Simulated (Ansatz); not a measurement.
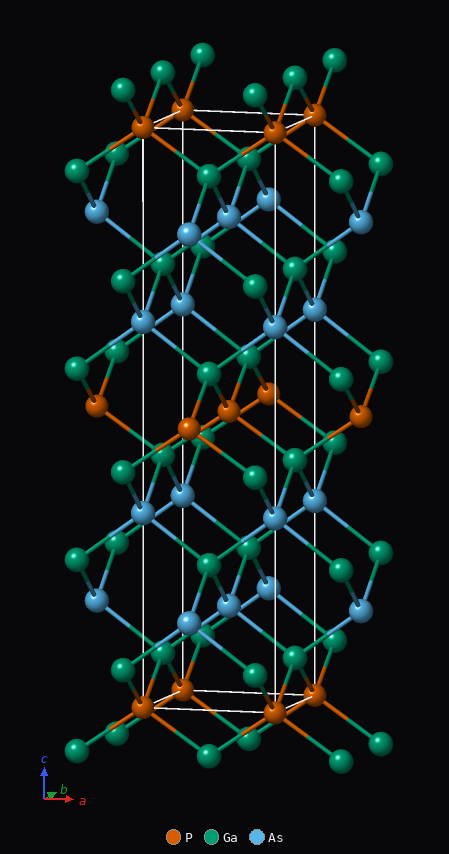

This ball-and-stick model is shown slightly off an axis. Thin lines show the conventional unit cell, with boundary atoms drawn in all their periodic places. Atoms just outside the outline that bond to atoms inside are added.

Ga3As2P, space group I-4m2 (No. 119), a = 3.955 Å, b = 3.955 Å, c = 16.783 Å, α = 90.00°, β = 90.00°, γ = 90.00°. Starting structure: a structure type filled with these elements by a generator (whether the compound takes this form wasn't checked). Earlier steps of the study, as a rule a relaxation of our own, may have changed the cell and positions, so they can lie some per cent off the listed ones. It was run through Ansatz as a DFT input.

This one geometry was computed with Ansatz (DFT, plane waves, PAW) at five levels of theory: r2SCAN, HSE06, PBE, PBE with spin-orbit coupling and PBE0. It was relaxed beforehand with r2SCAN.

Q: Which level gives the highest pressure at this volume, and what does that say about its equilibrium volume?

A: Highest: PBE (2.7 GPa) and PBE with spin-orbit coupling (2.7 GPa), which points to the largest equilibrium volume. Lowest, with the smallest volume: r2SCAN (0.0 GPa) and PBE0 (0.4 GPa). Levels within 0.5 GPa of each other can't be told apart.

Q: How does the band gap change with the level of theory?

A: PBE with spin-orbit coupling: a gap of 0.78 eV, direct; PBE: a gap of 0.87 eV, direct; r2SCAN: a gap of 1.37 eV, direct; HSE06: a gap of 1.77 eV, direct; PBE0: a gap of 2.36 eV, direct.

Q: Collect the results in a table.

A:
| level | cutoff (eV) | k-mesh of the run's cell | gap (eV) | pressure (GPa) |
| --- | --- | --- | --- | --- |
| r2SCAN | 500 | 10×10×10 | 1.37 | 0.0 |
| HSE06 | 420 | 6×6×6 | 1.77 | 0.6 |
| PBE | 420 | 10×10×10 | 0.87 | 2.7 |
| PBE with spin-orbit coupling | 420 | 10×10×10 | 0.78 | 2.7 |
| PBE0 | 420 | 6×6×6 | 2.36 | 0.4 |

Gaps are taken on the k-mesh or band path of each run.
